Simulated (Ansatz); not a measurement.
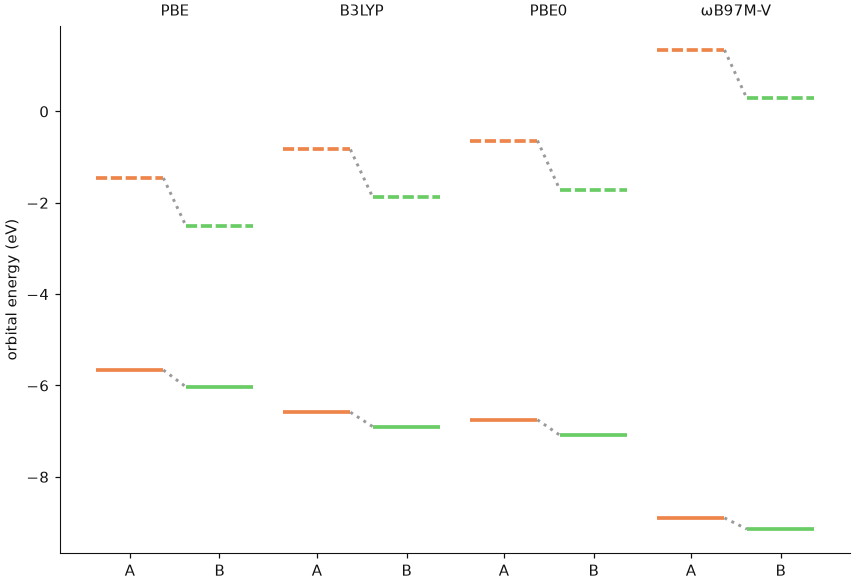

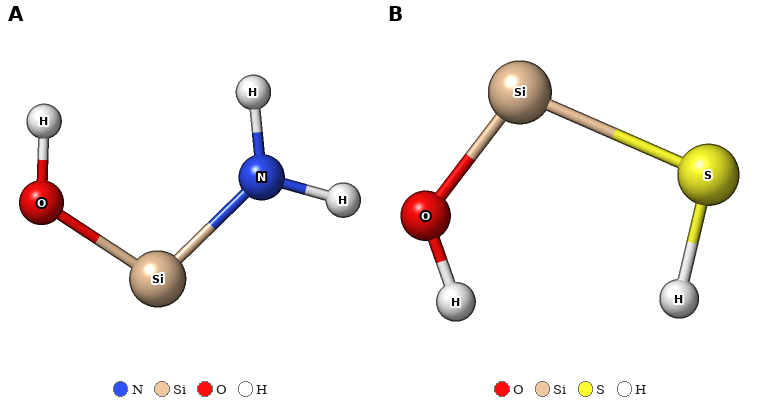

One change: A, SiNH₃O (SMILES N[Si]O), becomes B, SiH₂SO (SMILES O[Si]S). NH₂ on Si is replaced by SH. HOMO (solid) and LUMO (dashed) computed in def2-TZVPP at PBE0-D4/def2-TZVP geometries, both minima by their frequencies, gas phase, the Ansatz code 0.2.0. Empty levels above zero depend strongly on the basis.

> What does the change do to HOMO and LUMO?

PBE: the HOMO falls by 0.37 eV, the LUMO falls by 1.04 eV, and the separation goes from 4.20 to 3.53 eV. B3LYP: the HOMO falls by 0.32 eV, the LUMO falls by 1.05 eV, and the separation goes from 5.75 to 5.02 eV. PBE0: the HOMO falls by 0.34 eV, the LUMO falls by 1.08 eV, and the separation goes from 6.11 to 5.37 eV. ωB97M-V: the HOMO falls by 0.25 eV, the LUMO falls by 1.06 eV, and the separation goes from 10.24 to 9.43 eV.

> Do the functionals agree on the effect?

They agree on the direction for both levels; the HOMO shift lies between −0.37 and −0.25 eV and the LUMO shift between −1.08 and −1.04 eV, while the separations themselves differ by up to 6.0 eV between functionals.
